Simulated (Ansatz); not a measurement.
## Electronic structure of AlClF$_{2}$H$_{3}$N in real space

Input file:

```
crystal:
  periodic: [false, false, false]
  atoms:
    - { symbol: Al, position_ang: [0.012025, -0.184296, 0.179907] }
    - { symbol: "N", position_ang: [0.003117, -0.128495, 2.042253] }
    - { symbol: H, position_ang: [-0.789437, -0.486902, 2.569867] }
    - { symbol: H, position_ang: [0.867355, -0.262435, 2.562288] }
    - { symbol: F, position_ang: [1.454046, -0.086307, -0.623072] }
    - { symbol: F, position_ang: [-1.404277, -0.410926, -0.643006] }
    - { symbol: Cl, position_ang: [-0.369278, 3.114783, 1.009477] }
    - { symbol: H, position_ang: [-0.260049, 2.104077, 1.886285] }
basis:
  gaussian: { orbitals: def2-SVP }
hamiltonian:
  xc: b3lyp
relax:
  f_tol: 0.03
  max_steps: 50
output:
  orbitals: {}
```

Launched as:

```sh
ansatz run input.yaml --threads 2 --pin off --max-ram 3072MiB --backend cpu --events-out ev --progress --plain --runs-dir out
```

The fields are those of the run's last geometry, not of the input's.

The calculation used Ansatz 0.2.0, RKS B3LYP/def2-SVP.

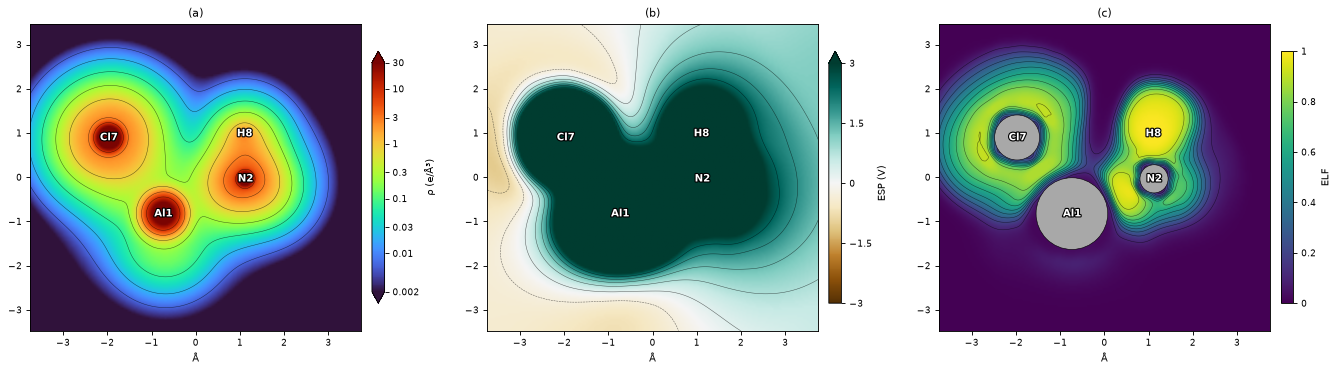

Figure 1. (a) electron density; (b) molecular electrostatic potential; (c) electron localisation function on the plane of atoms N2, Al1 and Cl7. Grey discs cover the atomic cores in the ELF map.

Question: What does the map show?

Answer: The plane passes through Al, N, Cl and H nuclei.
Al–N (2.02 Å): ρ at the midpoint is about 0.53 e/Å³; the ELF peaks at about 0.95 in the valence shell of N, 0.7 Å from its nucleus, and is about 0.80 at the midpoint.
Al–Cl (2.12 Å): ρ is about 0.68 e/Å³ halfway; the ELF peaks at about 0.90 in the valence shell of Cl, 1.0 Å from its nucleus, and is about 0.80 at the midpoint.
N–H (1.02 Å): ρ is about 2.8 e/Å³ halfway; the ELF climbs to about 1 towards the hydrogen, as it does in any bond to H: a covalent bond by its length.
The ELF also peaks beside Cl7, away from the bonds: lone-pair regions.
Outside the dense part of the molecule the potential is most negative (−1.0 V) near Cl7.

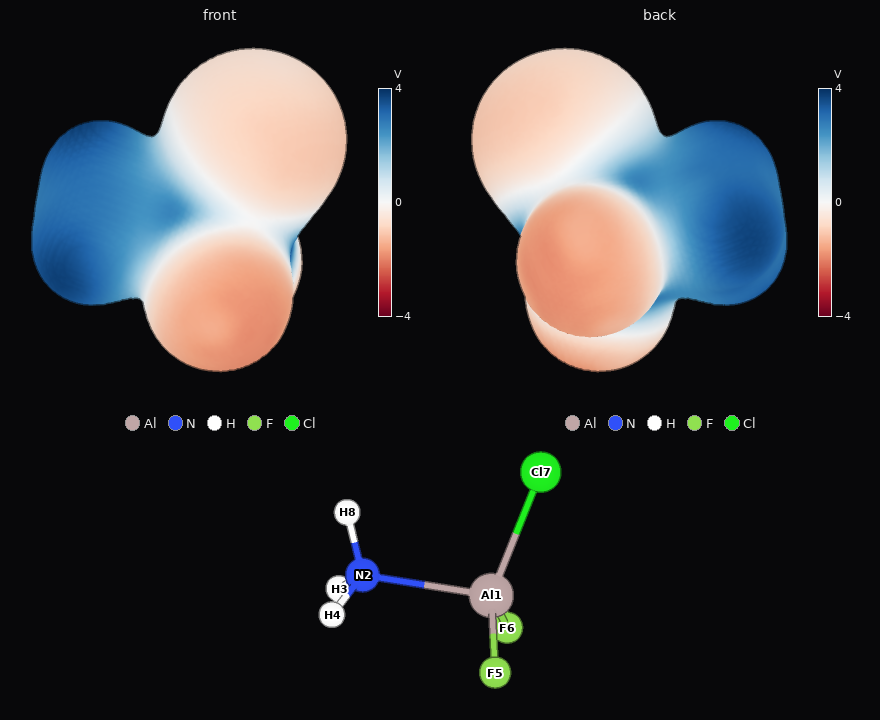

Figure 2. The molecular electrostatic potential painted on the density surface at 0.004 e/bohr³, seen from the front and from behind; red is negative and blue positive. The bare structure is drawn below in the same view.

Question: Describe the electrostatic potential map.

Answer: The most negative region (about −1.8 V) lies over F5 and F6, the most positive (about +3.7 V) over Al1, H3, H4 and H8.

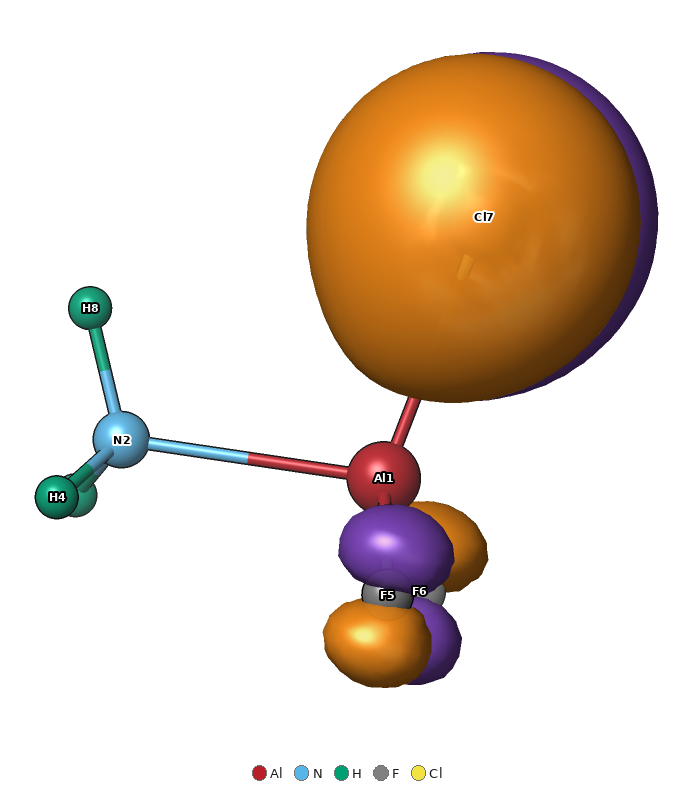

Figure 3. One frontier orbital at ±0.1 Å⁻³ᐟ² (orange and purple are the two phases), seen across its widest extent.

Question: Which orbital is it: HOMO or LUMO?

Answer: The HOMO, at −8.19 eV. Its weight (Hirshfeld) is mainly on Cl7 (about 90 %); largely a lone pair of Cl7.
